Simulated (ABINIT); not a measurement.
# SiPbS3 (Pm-3m): phonons by linear response, part 4 of 4

How does SiPbS3 (Pm-3m) vibrate, and is this structure a minimum?

ABINIT 10.8.3; DFT PBEsol, scalar-relativistic, plane waves, PseudoDojo norm-conserving pseudopotentials.

So far. Step 7 (Zone-centre response): The acoustic modes at Γ come out as far as 1.6 cm⁻¹ from zero, where they should vanish, a small numerical error. The lowest optical mode is imaginary, 147i cm⁻¹, an instability at this level and on this k mesh. Step 8 (Zone-centre analysis): The rule moves no optical mode by more than 0.1 cm⁻¹. The relaxed cell has a = 4.586 Å (conventional setting).

The structure was built from a prototype and need not be the compound's stable phase.

## 9. Linear response on the mesh

Linear response treats each wavevector in the unit cell, with no supercell; the 2×2×2 mesh fixes the range of the force constants to be had.

dfpt_q.abi

```
ndtset 3

# wavevectors
qpt1 0.5 0.0 0.0
qpt2 0.5 0.5 0.0
qpt3 0.5 0.5 0.5

# displacements
getwfk_filepath "gso_WFK"
getwfq_filepath "gso_WFK"
kptopt 3
nqpt 1
rfphon 1
rfatpol 1 5
rfdir 1 1 1
tolvrs 1.0d-10
prtwf 0

# basis, mesh and filling
ecut 25.5
ngkpt 6 6 6
nshiftk 1
shiftk 0.0 0.0 0.0
istwfk *1
occopt 7
tsmear 0.01
nband 26
nstep 100
diemac 1000000.0
prtebands 0
prtgsr 0
useylm 1

# cell and atoms
acell 3*1.0 Angstrom
rprim 
    4.586334917 0.0 0.0
    0.0 4.586334917 0.0
    0.0 0.0 4.586334917
ntypat 3
znucl 82 14 16
natom 5
typat 1 2 3 3 3
xred 
    0.0 0.0 0.0
    0.5 0.5 0.5
    0.5 0.5 0.0
    0.5 0.0 0.5
    0.0 0.5 0.5
pp_dirpath "./pseudo"
pseudos "Pb.upf, Si.upf, S.upf"
```

Run with:

```bash
> OMP_NUM_THREADS=1 mpirun -n 4 abinit dfpt_q.abi > dfpt_q.log
```

Numbers of over 12 decimals in the logs are rounded to 6 here.

dfpt_q.abo, the main output file:

```text
[banners, grids, parts of the stress and lines that vanish by symmetry left out]
- input  file    -> dfpt_q.abi
- output file    -> dfpt_q.abo
- root for input  files -> dfpt_qi
[...]
DATASET    1 : space group Pm -3 m (#221); Bravais cP (primitive cubic)
[...]
nfft =       64000          nkpt =         216
[...]
DATASET    2 : space group Pm -3 m (#221); Bravais cP (primitive cubic)
[...]
nfft =       64000          nkpt =         216
[...]
DATASET    3 : space group Pm -3 m (#221); Bravais cP (primitive cubic)
[...]
nfft =       64000          nkpt =         216
[...]
== DATASET  1 ==================================================================
[...]
cutoff_energies: {ecut:  25.5, pawecutdg:  -1.0, }
[...]
Perturbation : displacement of atom   1   along direction   1
[...]
-ETOT  1   6.528117     -1.460E+04 2.223E+01 2.142E+04
 ETOT  2   2.003261     -4.525E+00 4.564E-01 7.369E+03
 ETOT  3   1.198376     -8.049E-01 2.743E-02 9.221E+02
 ETOT  4   1.089811     -1.086E-01 4.241E-02 1.860E+01
 ETOT  5   1.087979     -1.832E-03 2.368E-03 8.616E-01
[...]
At SCF step   13       vres2   =  3.18E-11 < tolvrs=  1.00E-10 =>converged.
[...]
Perturbation : displacement of atom   1   along direction   2
[...]
-ETOT  1   2.743927     -1.428E+04 2.206E+01 2.980E+02
[...]
At SCF step   12       vres2   =  3.30E-12 < tolvrs=  1.00E-10 =>converged.
[...]
Perturbation : displacement of atom   2   along direction   1
[...]
-ETOT  1   7.600835     -1.414E+02 3.423E+00 1.538E+04
[...]
At SCF step   12       vres2   =  2.16E-11 < tolvrs=  1.00E-10 =>converged.
[...]
Perturbation : displacement of atom   2   along direction   2
[...]
-ETOT  1   2.716609     -1.195E+02 1.039E+00 2.838E+03
[...]
At SCF step   11       vres2   =  2.35E-11 < tolvrs=  1.00E-10 =>converged.
[...]
Perturbation : displacement of atom   3   along direction   1
[...]
-ETOT  1   1.900755     -6.001E+02 3.222E+00 2.047E+04
[...]
Perturbation : displacement of atom   3   along direction   2
[...]
-ETOT  1  0.422851     -5.413E+02 3.455E+00 9.637E+02
[...]
Perturbation : displacement of atom   3   along direction   3
[...]
-ETOT  1   11.047835890813     -5.314E+02 4.206E+00 7.428E+03
[...]
Perturbation : displacement of atom   5   along direction   1
[...]
-ETOT  1   15.389495408408     -5.874E+02 3.966E+00 6.474E+04
[...]
Perturbation : displacement of atom   5   along direction   2
[...]
-ETOT  1 -0.341789     -5.420E+02 3.429E+00 8.298E+02
[...]
Phonon wavevector (reduced coordinates) :  0.50000  0.00000  0.00000
 Phonon energies in Hartree :
[...]
Phonon frequencies in cm-1    :
- -1.441128E+02 -1.242596E+02 -1.242596E+02 -1.105465E+02 -1.105465E+02
- -3.643297E+01  1.951754E+01  1.951754E+01  4.213387E+01  7.964368E+01
-  7.964368E+01  2.720748E+02  2.766167E+02  3.038345E+02  3.038345E+02
[...]
== DATASET  2 ==================================================================
[...]
cutoff_energies: {ecut:  25.5, pawecutdg:  -1.0, }
[...]
- 16.00000   6.00000  180301                  znucl, zion, pspdat
[...]
Perturbation : displacement of atom   1   along direction   1
[...]
-ETOT  1   2.356151     -1.439E+04 2.220E+01 1.747E+02
[...]
Perturbation : displacement of atom   2   along direction   1
[...]
-ETOT  1   9.534703     -1.216E+02 9.057E-01 1.597E+03
[...]
Perturbation : displacement of atom   3   along direction   1
[...]
-ETOT  1 -0.218716     -5.620E+02 3.353E+00 2.091E+03
[...]
At SCF step   12       vres2   =  3.29E-12 < tolvrs=  1.00E-10 =>converged.
[...]
Perturbation : displacement of atom   3   along direction   3
[...]
-ETOT  1   11.904421183557     -5.506E+02 3.385E+00 1.345E+04
[...]
ETOT 10   7.066735      1.251E-12 1.874E-06 1.042E-10
 ETOT 11   7.066735     -1.603E-11 4.454E-07 3.413E-11
 At SCF step   11       vres2   =  3.41E-11 < tolvrs=  1.00E-10 =>converged.
[...]
Phonon wavevector (reduced coordinates) :  0.50000  0.50000  0.50000
 Phonon energies in Hartree :
[...]
Phonon frequencies in cm-1    :
- -1.767723E+02 -1.767723E+02 -1.767723E+02 -7.895940E+01 -7.895940E+01
- -7.895940E+01  7.404235E+01  7.404235E+01  7.404235E+01  2.200996E+02
-  2.200996E+02  3.367038E+02  3.367038E+02  3.367038E+02  3.683660E+02
[...]
strten2     0.0000000000E+00  0.0000000000E+00  0.0000000000E+00
           strten3     0.0000000000E+00  0.0000000000E+00  0.0000000000E+00
================================================================================
```

It took 60 min on 4 MPI ranks of Arm Neoverse V1, shared host; 4 h of CPU time.

Read from the output:

```
lowest mode on the q mesh (acoustic ones at the zone centre apart) : -192.6 cm⁻¹
```

Frequencies (cm⁻¹) before the sum rule at the irreducible wavevectors but Γ, which is solved apart; negative means imaginary. Frequencies by wavevector:

```tsv
q (fractions)	star	mode 1	mode 2	mode 3	mode 4	mode 13	mode 14	mode 15
0.5 0 0	3	-144.1	-124.3	-124.3	-110.5	276.6	303.8	303.8
0.5 0.5 0	3	-192.6	-157.4	-157.4	-73.29	305.7	317.5	325.7
0.5 0.5 0.5	1	-176.8	-176.8	-176.8	-78.96	336.7	336.7	368.4
```

## 10. Interpolated phonon bands

anaddb transforms the dynamical matrices to force constants and back along the path; points of the mesh come back as solved, but for the sum rule and, in polar crystals, the LO-TO term at Γ; the rest is interpolation.

anaddb.abi

```
ddb_filepath "all_DDB"
output_file "anaddb.abo"
outdata_prefix "anaddb"
ifcflag 1
ngqpt 2 2 2
nqshft 1
q1shft 0.0 0.0 0.0
asr 1
chneut 0
dipdip 0
dipquad 0
quadquad 0
enunit 0
eivec 0
nph1l 62
qph1l 
    0.0 0.0 0.0 1.0
    0.0 0.05 0.0 1.0
    0.0 0.1 0.0 1.0
    0.0 0.15 0.0 1.0
    0.0 0.2 0.0 1.0
    0.0 0.25 0.0 1.0
    0.0 0.3 0.0 1.0
    0.0 0.35 0.0 1.0
    0.0 0.4 0.0 1.0
    0.0 0.45 0.0 1.0
    0.0 0.5 0.0 1.0
    0.05 0.5 0.0 1.0
    0.1 0.5 0.0 1.0
    0.15 0.5 0.0 1.0
    0.2 0.5 0.0 1.0
    0.25 0.5 0.0 1.0
    0.3 0.5 0.0 1.0
    0.35 0.5 0.0 1.0
    0.4 0.5 0.0 1.0
    0.45 0.5 0.0 1.0
    0.5 0.5 0.0 1.0
    0.45 0.45 0.0 1.0
    0.4 0.4 0.0 1.0
    0.35 0.35 0.0 1.0
    0.3 0.3 0.0 1.0
    0.25 0.25 0.0 1.0
    0.2 0.2 0.0 1.0
    0.15 0.15 0.0 1.0
    0.1 0.1 0.0 1.0
    0.05 0.05 0.0 1.0
    0.0 0.0 0.0 1.0
    0.05 0.05 0.05 1.0
    0.1 0.1 0.1 1.0
    0.15 0.15 0.15 1.0
    0.2 0.2 0.2 1.0
    0.25 0.25 0.25 1.0
    0.3 0.3 0.3 1.0
    0.35 0.35 0.35 1.0
    0.4 0.4 0.4 1.0
    0.45 0.45 0.45 1.0
    0.5 0.5 0.5 1.0
    0.45 0.5 0.45 1.0
    0.4 0.5 0.4 1.0
    0.35 0.5 0.35 1.0
    0.3 0.5 0.3 1.0
    0.25 0.5 0.25 1.0
    0.2 0.5 0.2 1.0
    0.15 0.5 0.15 1.0
    0.1 0.5 0.1 1.0
    0.05 0.5 0.05 1.0
    0.0 0.5 0.0 1.0
    0.5 0.5 0.5 1.0
    0.5 0.5 0.45 1.0
    0.5 0.5 0.4 1.0
    0.5 0.5 0.35 1.0
    0.5 0.5 0.3 1.0
    0.5 0.5 0.25 1.0
    0.5 0.5 0.2 1.0
    0.5 0.5 0.15 1.0
    0.5 0.5 0.1 1.0
    0.5 0.5 0.05 1.0
    0.5 0.5 0.0 1.0
```

mrgddb.in

```
all_DDB
merged
4
dfpt_gammao_DDB
dfpt_qo_DS1_DDB
dfpt_qo_DS2_DDB
dfpt_qo_DS3_DDB
```

Run with:

```bash
> mrgddb < mrgddb.in > mrgddb.log
> OMP_NUM_THREADS=1 anaddb anaddb.abi > anaddb.log
```

anaddb.abo, the main output file:

```text
[banners, grids, parts of the stress and lines that vanish by symmetry left out]
-outvars_anaddb: echo values of input variables ----------------------

 Flags :
[...]
Phonon wavevector (reduced coordinates) :  0.00000  0.00000  0.00000
 Phonon energies in Hartree :
[...]
Phonon frequencies in cm-1    :
- -1.468135E+02 -1.468135E+02 -1.468135E+02 -1.028631E+02 -1.028631E+02
- -1.028631E+02 -3.261880E+01 -3.261880E+01 -3.261880E+01  3.070743E-03
-  3.106394E-03  3.210966E-03  3.039598E+02  3.039598E+02  3.039598E+02
[...]
Phonon wavevector (reduced coordinates) :  0.00000  0.05000  0.00000
 Phonon energies in Hartree :
[...]
Phonon frequencies in cm-1    :
- -1.463903E+02 -1.463903E+02 -1.445398E+02 -1.040688E+02 -1.028859E+02
- -1.028859E+02 -3.072964E+01 -3.072964E+01 -1.884167E+01  8.798730E+00
-  8.798730E+00  2.587894E+01  3.038715E+02  3.039294E+02  3.039294E+02
[...]
Phonon wavevector (reduced coordinates) :  0.00000  0.10000  0.00000
 Phonon energies in Hartree :
[...]
Phonon frequencies in cm-1    :
- -1.451461E+02 -1.451461E+02 -1.382118E+02 -1.074912E+02 -1.029867E+02
- -1.029867E+02 -2.588912E+01 -2.588912E+01  7.112665E+00  1.937525E+01
-  1.937525E+01  6.646091E+01  3.035846E+02  3.038486E+02  3.038486E+02
[...]
Phonon wavevector (reduced coordinates) :  0.00000  0.15000  0.00000
 Phonon energies in Hartree :
[...]
Phonon frequencies in cm-1    :
- -1.431552E+02 -1.431552E+02 -1.288938E+02 -1.126147E+02 -1.032439E+02
- -1.032439E+02 -2.049806E+01 -2.049806E+01  2.039927E+01  3.185309E+01
-  3.185309E+01  1.043122E+02  3.030329E+02  3.037446E+02  3.037446E+02
[...]
Phonon wavevector (reduced coordinates) :  0.00000  0.20000  0.00000
 Phonon energies in Hartree :
[...]
Phonon frequencies in cm-1    :
- -1.405369E+02 -1.405369E+02 -1.187565E+02 -1.174723E+02 -1.037425E+02
- -1.037425E+02 -1.536215E+01 -1.536215E+01  2.894462E+01  4.408991E+01
[...]
Phonon wavevector (reduced coordinates) :  0.00000  0.25000  0.00000
 Phonon energies in Hartree :
[...]
Phonon frequencies in cm-1    :
[...]
Phonon wavevector (reduced coordinates) :  0.00000  0.30000  0.00000
 Phonon energies in Hartree :
[...]
Phonon frequencies in cm-1    :
[...]
Phonon wavevector (reduced coordinates) :  0.00000  0.35000  0.00000
 Phonon energies in Hartree :
[...]
Phonon frequencies in cm-1    :
[...]
Phonon wavevector (reduced coordinates) :  0.00000  0.40000  0.00000
 Phonon energies in Hartree :
[...]
Phonon frequencies in cm-1    :
[...]
Phonon wavevector (reduced coordinates) :  0.00000  0.45000  0.00000
 Phonon energies in Hartree :
[...]
Phonon frequencies in cm-1    :
[...]
Phonon wavevector (reduced coordinates) :  0.00000  0.50000  0.00000
 Phonon energies in Hartree :
[...]
Phonon frequencies in cm-1    :
[...]
Phonon wavevector (reduced coordinates) :  0.05000  0.50000  0.00000
 Phonon energies in Hartree :
[...]
Phonon frequencies in cm-1    :
[...]
Phonon wavevector (reduced coordinates) :  0.10000  0.50000  0.00000
 Phonon energies in Hartree :
[...]
Phonon frequencies in cm-1    :
[...]
Phonon wavevector (reduced coordinates) :  0.15000  0.50000  0.00000
 Phonon energies in Hartree :
[...]
Phonon frequencies in cm-1    :
[...]
Phonon wavevector (reduced coordinates) :  0.25000  0.25000  0.25000
 Phonon energies in Hartree :
[...]
Phonon frequencies in cm-1    :
[...]
-  1.952442E+02  2.196906E+02  2.903790E+02  2.903790E+02  3.388651E+02
  Phonon wavevector (reduced coordinates) :  0.30000  0.30000  0.30000
 Phonon energies in Hartree :
[...]
Phonon frequencies in cm-1    :
- -1.670088E+02 -1.594730E+02 -1.594730E+02 -7.992051E+01 -7.992051E+01
- -5.724807E+01  5.760465E+01  6.820875E+01  6.820875E+01  2.219057E+02
-  2.219057E+02  2.572429E+02  2.918298E+02  2.918298E+02  3.501123E+02
  Phonon wavevector (reduced coordinates) :  0.35000  0.35000  0.35000
 Phonon energies in Hartree :
[...]
Phonon frequencies in cm-1    :
- -1.724446E+02 -1.665413E+02 -1.665413E+02 -7.827491E+01 -7.827491E+01
- -6.482360E+01  6.933574E+01  7.218268E+01  7.218268E+01  2.315655E+02
[...]
Phonon wavevector (reduced coordinates) :  0.40000  0.40000  0.40000
 Phonon energies in Hartree :
[...]
Phonon frequencies in cm-1    :
[...]
Phonon wavevector (reduced coordinates) :  0.45000  0.45000  0.45000
 Phonon energies in Hartree :
[...]
Phonon frequencies in cm-1    :
[...]
Phonon wavevector (reduced coordinates) :  0.50000  0.50000  0.50000
 Phonon energies in Hartree :
[...]
Phonon frequencies in cm-1    :
[...]
Phonon wavevector (reduced coordinates) :  0.50000  0.50000  0.05000
 Phonon energies in Hartree :
[...]
Phonon frequencies in cm-1    :
[...]
Phonon wavevector (reduced coordinates) :  0.50000  0.50000  0.00000
 Phonon energies in Hartree :
[...]
Phonon frequencies in cm-1    :
[...]
-  6.010562E+00  3.761142E+01  3.761142E+01  1.021480E+02  1.271361E+02
-  2.410104E+02  3.056315E+02  3.056315E+02  3.175011E+02  3.257261E+02
-
```

Wall time 0.55 s (1 thread).

Numbers from this step:

| Property | Result |
| --- | --- |
| lowest frequency on the path | -192.6 cm⁻¹ |

Anaddb. Phonon branches along the path, in cm⁻¹:

```tsv
point	branch 1	branch 2	branch 3	branch 4	branch 12	branch 13	branch 14	branch 15
Γ	-147	-147	-147	-103	0	304	304	304
X	-144	-124	-124	-111	272	277	304	304
M	-193	-157	-157	-73	306	306	318	326
Γ	-147	-147	-147	-103	0	304	304	304
R	-177	-177	-177	-79	337	337	337	368
X	-144	-124	-124	-111	272	277	304	304
jump to R	-177	-177	-177	-79	337	337	337	368
M	-193	-157	-157	-73	306	306	318	326
```

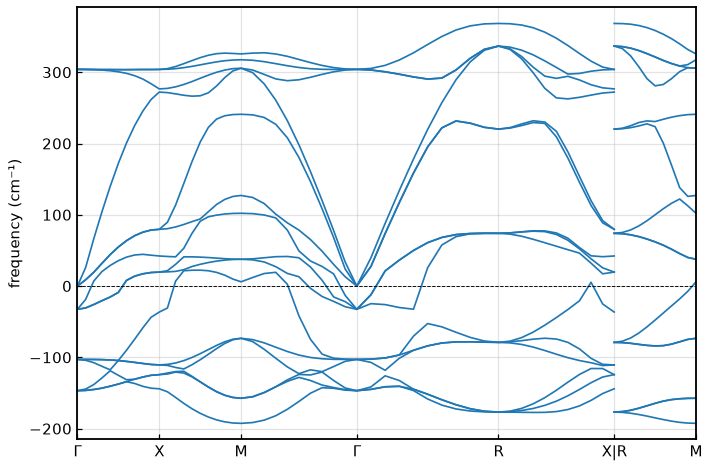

Phonon branches along the path.

The path dips to 193i cm⁻¹.

## 11. Sums over the zone

Sums over the zone need many more wavevectors than were solved, so the interpolation is sampled on a dense mesh.

anaddb.abi

```
ddb_filepath "all_DDB"
output_file "anaddb.abo"
outdata_prefix "anaddb"
ifcflag 1
ngqpt 2 2 2
nqshft 1
q1shft 0.0 0.0 0.0
asr 1
chneut 0
dipdip 0
dipquad 0
quadquad 0
prtdos 2
ng2qpt 10 10 10
dosdeltae 4.5563e-06
ntemper 11
temperinc 100.0
tempermin 0.0
```

Run with:

```bash
> OMP_NUM_THREADS=1 anaddb anaddb.abi > anaddb.log
```

anaddb.abo, the main output file:

```text
-outvars_anaddb: echo values of input variables ----------------------

 Flags :
     ifcflag         1
 Miscellaneous information :
         asr         1
      chneut         0
 Interatomic Force Constants Inputs :
      dipdip         0
     dipquad         0
    quadquad         0
      ifcana         0
      ifcout         0
 Description of grid 1 :
        brav         1
       ngqpt         2         2         2
      nqshft         1
      q1shft
                     0.00000000E+00  0.00000000E+00  0.00000000E+00
 Phonon DOS information :
   dosdeltae  4.55630000E-06
    dossmear  4.55633525E-06
 Description of grid 2 (Fourier interp. or BZ sampling):
      ng2qpt        10        10        10
      ngrids         4
      q2shft         0.00000000E+00  0.00000000E+00  0.00000000E+00

================================================================================

 read the DDB information and perform some checks

  ==== Info on the Cryst% object ====
 Real(R)+Recip(G) space primitive vectors, cartesian coordinates (Bohr,Bohr^-1):
 R(1)=  8.6669169  0.0000000  0.0000000  G(1)=  0.1153813  0.0000000  0.0000000
 R(2)=  0.0000000  8.6669169  0.0000000  G(2)=  0.0000000  0.1153813  0.0000000
 R(3)=  0.0000000  0.0000000  8.6669169  G(3)=  0.0000000  0.0000000  0.1153813
 Unit cell volume ucvol=  6.5101935E+02 bohr^3
 Angles (23,13,12)=  9.00000000E+01  9.00000000E+01  9.00000000E+01 degrees
 Time-reversal symmetry is present
 Reduced atomic positions [iatom, xred, symbol]:
    1)    0.0000000  0.0000000  0.0000000  Pb
    2)    0.5000000  0.5000000  0.5000000  Si
    3)    0.5000000  0.5000000  0.0000000   S
    4)    0.5000000  0.0000000  0.5000000   S
    5)    0.0000000  0.5000000  0.5000000   S

 DDB file with 4 blocks has been read.

================================================================================

 Calculation of the interatomic forces

       Homogeneous q point set in the B.Z.
 Grid q points  :        8
  1)   0.00000000E+00  0.00000000E+00  0.00000000E+00
  2)   5.00000000E-01  0.00000000E+00  0.00000000E+00
  3)   0.00000000E+00  5.00000000E-01  0.00000000E+00
  4)   5.00000000E-01  5.00000000E-01  0.00000000E+00
  5)   0.00000000E+00  0.00000000E+00  5.00000000E-01
  6)   5.00000000E-01  0.00000000E+00  5.00000000E-01
  7)   0.00000000E+00  5.00000000E-01  5.00000000E-01
  8)   5.00000000E-01  5.00000000E-01  5.00000000E-01

 The interatomic forces have been obtained

================================================================================

 Calculation of phonon density of states

 Average speed of sound partial sums:     0.1212232102E-02 (at units)
-                                   =           2.6520 [km/s]

 Debye frequency from partial sums:     0.5451777663E-03 (Ha)
-                                 =     0.3587097382E+01 (THz)
-Debye temperature from partial sums:     0.1721535227E+03 (K)

 Average speed of sound:     0.3923212124E-04 (at units)
-                      =           0.0858 [km/s]

 Debye frequency from DOS:     0.1764388204E-04 (Ha)
-                        =     0.1160911670E+00 (THz)
-Debye temperature from DOS:     0.5571497290E+01 (K)

-
```

Wall time 0.92 s (1 thread).

Read from the output:

* share of modes beyond 3i cm⁻¹ on the dense interpolated mesh: 0.4072

The phonon density of states has structure finer than the step of the table below, so its rows give means over 25 cm⁻¹, whole bins alone (the curve runs from -223 to 397 cm⁻¹). Peaks (cm⁻¹: height): -142.6: 0.0671, -82.6: 0.0756, 45.4: 0.0711, 229.4: 0.0494, 293.4: 0.0866, 305.4: 0.0996.

Tetrahedra. The phonon density of states by wavenumber; means over each step:

```tsv
wavenumber (cm⁻¹)	phonon density of states (1/cm⁻¹/cell)
-200	0.00164
-175	0.0320
-150	0.0541
-125	0.0367
-100	0.0511
-75	0.0320
-50	0.0119
-25	0.0183
0	0.0155
25	0.0231
50	0.0514
75	0.0310
100	0.0223
125	0.0130
150	0.00962
175	0.0110
200	0.0119
225	0.0247
250	0.0116
275	0.0176
300	0.0758
325	0.0295
350	0.0119
375	0.00147
```

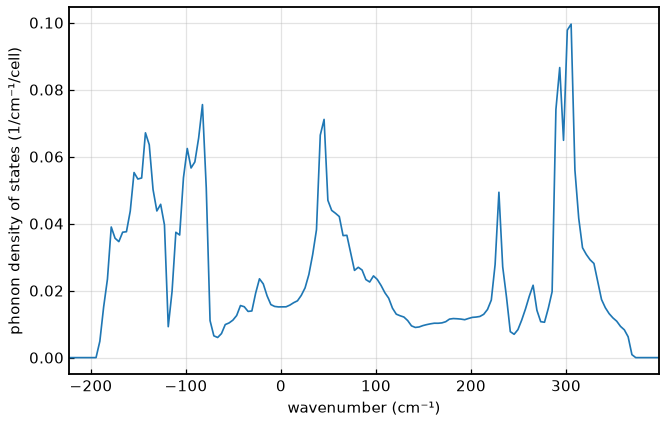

Phonon density of states, plotted against wavenumber.

## 12. Outcome

| Item | Value |
| --- | --- |
| space group after relaxation | Pm-3m |
| volume per atom | 19.3 Å³ |
| highest optical zone-centre mode (no LO-TO term) | 304.0 cm⁻¹ |
| lowest optical zone-centre mode | -146.8 cm⁻¹ |
| q mesh | 2×2×2 |
| lowest mode on the q mesh (acoustic ones at the zone centre apart) | -192.6 cm⁻¹ |
| imaginary modes on the q mesh | yes |

In words: SiPbS3 (Pm-3m) is unstable: a mode solved on the 2×2×2 mesh is imaginary, 193i cm⁻¹; its spectrum reaches 368 cm⁻¹. At the PBEsol level the optical modes of SiPbS3 (Pm-3m) at the zone centre run from 147i to 304 cm⁻¹, so the structure is a saddle point, with 9 modes beyond 10i cm⁻¹ there. The most unstable solved mode lies at q = (0.5, 0.5, 0), on the zone boundary, so the distortion that it points to doubles the cell. These are harmonic frequencies at zero temperature: anharmonic shifts and linewidths and thermal expansion are left out. Spin-orbit coupling is left out, which can matter for the heavy elements here. In a metal the frequencies hang on the k mesh and the smearing, most of all near Kohn anomalies. The structure is a hypothetical one, built on a prototype.

[Host names and launcher messages were left out of these logs when they were recorded.]

[Logs are printed without paths, hosts, clocks, repeated set-up lines and the standing remarks that a program may print on its own settings, such as how far it seeks lower states.]

[Hosts, paths, dates, database ids (printed as entryN), source tags and the programs' standing remarks are cut or masked in the printed files.]
